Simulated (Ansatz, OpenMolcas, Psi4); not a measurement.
## Errors in the atomisation enthalpy at 298 K

8 molecules with nitrogen; the atomisation enthalpy at 298 K in kJ/mol, computed less measured. Shapes, held fixed at every level: PBE0-D4/def2-TZVP. Flexible molecules stand in one conformer, not always the lowest. Thermal terms are harmonic and unscaled (PBE0-D4/def2-TZVP); the spin-orbit lowering of the free atoms is taken from their spectra. Programs: Ansatz 0.2.0, OpenMolcas 26.06, Psi4 1.11. A level may come from different programs for different species; with the same settings they agree closely. Measured values: Active Thermochemical Tables, CRC Handbook of Chemistry and Physics.

Levels: A = HF/STO-3G; B = HF/def2-SVP; C = SPW92/def2-TZVPP; D = MP2/def2-TZVPP; E = CCSD/def2-TZVPP.

```csv
molecule,from tabulated heats,A,B,C,D,E
N2H (dinitrogen monohydride),913,-725,-505,+227,-59,-88
NH3 (ammonia),1172,-368,-422,+158,-43,-53
C2H3N (isocyanomethane),2397,-610,-731,+359,-39,-136
C2H3N (acetonitrile),2486,-598,-741,+373,-15,-125
N2H4 (hydrazine),1721,-683,-726,+316,-67,-103
C3H5N (isocyanoethane),3571,-660,-1003,+528,-47,-172
C3H5N (SMILES CCC#N),3661,-657,-1023,+531,-33,-170
C2H7N (SMILES CCN),3480,-442,-962,+494,-72,-131
```

**Question.** Which level does best on this set, which worst, and which err to one side?

**Answer.** 
```json
{"level": "HF/STO-3G", "kind": "Hartree–Fock", "mean error": "-592.9", "mean absolute error": "592.9", "worst case": "N2H"}
{"level": "HF/def2-SVP", "kind": "Hartree–Fock", "mean error": "-764.1", "mean absolute error": "764.1", "worst case": "C3H5N (propanenitrile)"}
{"level": "SPW92/def2-TZVPP", "kind": "LDA", "mean error": "+373.2", "mean absolute error": "373.2", "worst case": "C3H5N (propanenitrile)"}
{"level": "MP2/def2-TZVPP", "kind": "perturbation theory", "mean error": "-46.9", "mean absolute error": "46.9", "worst case": "C2H7N"}
{"level": "CCSD/def2-TZVPP", "kind": "coupled cluster or CI", "mean error": "-122.2", "mean absolute error": "122.2", "worst case": "C3H5N (isocyanoethane)"}
```

On this set MP2/def2-TZVPP has the smallest mean absolute error and HF/def2-SVP the largest. HF/STO-3G is too low in 8 of 8; HF/def2-SVP is too low in 8 of 8; SPW92/def2-TZVPP is too high in 8 of 8; MP2/def2-TZVPP is too low in 8 of 8; CCSD/def2-TZVPP is too low in 8 of 8. Heats of the atoms come from ATcT where it has them. The levels differ in basis as well as in method. The tabulated value of C2H3N (isocyanomethane) is in doubt (older tables, estimates, or at odds with other calculations) and kept here. Over the 7 molecules whose values aren't doubted the mean absolute errors are A 590.4; B 768.9; C 375.3; D 48.0; E 120.3. For HF/def2-SVP and SPW92/def2-TZVPP and CCSD/def2-TZVPP the error tends to grow with the atomisation enthalpy. Hartree–Fock lacks correlation and underbinds. Correlated wave functions converge slowly with the basis. CCSD also lacks the triples, which bind further. T1 is large for N2H (0.040), so single-reference values are less sure there. Spin contamination: N2H (⟨S²⟩ up to 0.92). Open shells run unrestricted. The set is small.

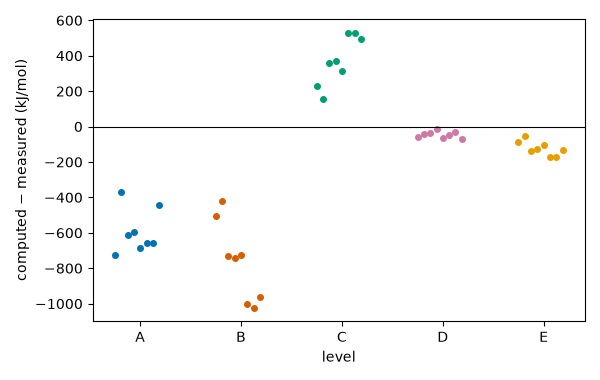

Errors of each level, one point a molecule.
